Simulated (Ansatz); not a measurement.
# Response to strain in MgSe

Base system: MgSe in the rock salt structure (space group Fm-3m, No. 225; a = 5.473 Å).

Strains are applied to the cell and any free atomic positions relax.

Method: Kohn–Sham DFT with the r2SCAN functional, run in Ansatz (a quantum-chemistry and plane-wave program) with PAW and 500 eV plane waves, no spin-orbit coupling, earlier PAW set.

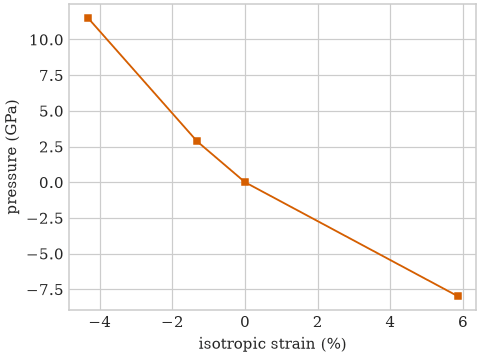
Figure. Pressure against isotropic strain

Task: From the plot, what is the pressure for isotropic strain +5.85 %?

Result: About -8 GPa.

Task: Is the trend monotonic over the range shown?

Result: Yes, it falls throughout, spanning -7.98 GPa to 11.52 GPa.

Stability against distortions was not tested.
